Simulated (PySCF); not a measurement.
# UCISD/STO-3G run of BSiH4 (SMILES B[SiH2])

What is the vertical doublet–quartet gap of BSiH4 at UCISD/STO-3G? 

The calculation is run with PySCF 2.14.0.

12 further runs of the same task are left out: 2 that didn't finish, 10 set aside as unsound or not needed.

**1. The molecule**

BSiH4 has 6 atoms, charge 0, and is taken as a doublet. As SMILES, `B[SiH2]`. The shape is that of a GFN2-xTB optimisation.

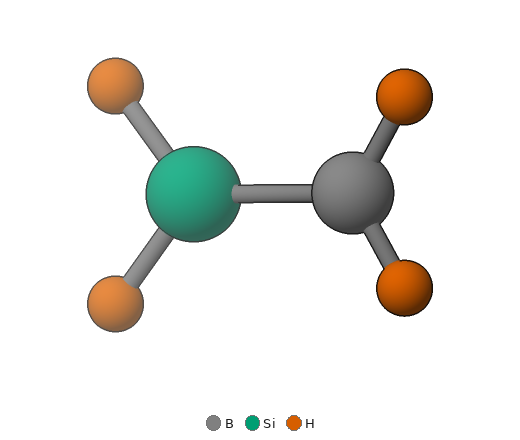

The structure, seen from a chosen angle (boron grey, silicon teal, hydrogen orange).

**2. A single-point energy at UCISD/STO-3G**

job.py

```python
from pyscf import gto, scf, ci

mol = gto.M(
    atom=[
    ('B', (-0.003690, -1.037180, 0.114670)),
    ('Si', (0.004430, 0.829590, -0.091960)),
    ('H', (-0.730970, -1.564260, 0.876300)),
    ('H', (0.717450, -1.725110, -0.512520)),
    ('H', (0.828120, 1.658960, -0.988060)),
    ('H', (-0.815330, 1.838000, 0.601560)),
],
    spin=1,
    basis='sto-3g',
    verbose=3,
    max_memory=1860,
)

mf = scf.UHF(mol)
mf.conv_tol = 1e-10
mf.kernel()
if not mf.converged:
    mf = mf.newton().run(mf.mo_coeff, mf.mo_occ)

cisd = ci.CISD(mf, frozen=6)
cisd.kernel()
energy = cisd.e_tot
print('E = %.10f Eh' % energy)
```

Command:

```console
$ OMP_NUM_THREADS=1 python job.py
```

Output:

```text
converged SCF energy = -312.213118932027  <S^2> = 0.75924508  2S+1 = 2.0092238
E(UCISD) = -312.3086464425015  E_corr = -0.09552751047428154
E = -312.3086464425 Eh
```

Run time: 0.63 s. Hardware: 1 thread of Intel Xeon Platinum 8488C (Sapphire Rapids), shared host; peak memory 0.11 GiB.

**3. The quartet at the same level**

job.py

```python
from pyscf import gto, scf, ci

mol = gto.M(
    atom='''
B     -0.006973    -1.959986     0.216695
Si     0.008371     1.567698    -0.173779
H     -1.381333    -2.956023     1.655967
H      1.355784    -3.259985    -0.968522
H      1.564920     3.134980    -1.867163
H     -1.540750     3.473317     1.136784
''',
    verbose=3,
    unit='bohr',
    basis='sto-3g',
    max_memory=1860,
    spin=3,
)

myscf = scf.UHF(mol)
myscf.conv_tol = 1e-10
myscf.kernel()
if not myscf.converged:
    myscf = myscf.newton().run(myscf.mo_coeff, myscf.mo_occ)

cisd = ci.CISD(myscf, frozen=6)
cisd.kernel()
etot = cisd.e_tot
print('E = %.10f Eh' % etot)
```

Command:

```console
$ OMP_NUM_THREADS=1 python job.py
```

Output:

```text
WARN: HOMO 0.19025403748919 >= LUMO -0.288910650707356

converged SCF energy = -311.972263158372  <S^2> = 3.7638344  2S+1 = 4.0069112
E(UCISD) = -312.0566669869894  E_corr = -0.08440382861774146
E = -312.0566669870 Eh
```

Run time: 0.64 s. Hardware: 1 thread of Intel Xeon Platinum 8488C (Sapphire Rapids), shared host; peak memory 0.1 GiB.

**4. Results**

At UCISD/STO-3G, 6 core orbitals frozen:

| quantity | value |
| --- | --- |
| doublet: total energy | -312.30865 Eh |
| doublet: dipole moment (Hartree–Fock density) | 0.62 D |
| doublet: HOMO energy (Hartree–Fock orbitals) (highest over α and β) | -5.76 eV |
| doublet: LUMO energy (Hartree–Fock orbitals) (lowest over α and β) | 5.15 eV |
| doublet: correlation energy (6 core orbitals frozen) | -95.5 mEh |
| doublet: ⟨S²⟩ of the reference determinant | 0.759 |
| quartet: total energy | -312.05667 Eh |
| quartet: dipole moment (Hartree–Fock density) | 2.18 D |
| quartet: HOMO energy (Hartree–Fock orbitals) (highest over α and β) | -3.56 eV |
| quartet: LUMO energy (Hartree–Fock orbitals) (lowest over α and β) | 0.14 eV |
| quartet: correlation energy (6 core orbitals frozen) | -84.4 mEh |
| quartet: ⟨S²⟩ of the reference determinant | 3.764 |
| vertical energy of the quartet above the doublet | 6.857 eV |

At this shape the quartet lies 6.86 eV (662 kJ/mol) above the doublet. In a minimal basis such a difference can be off by several eV, whatever the method.
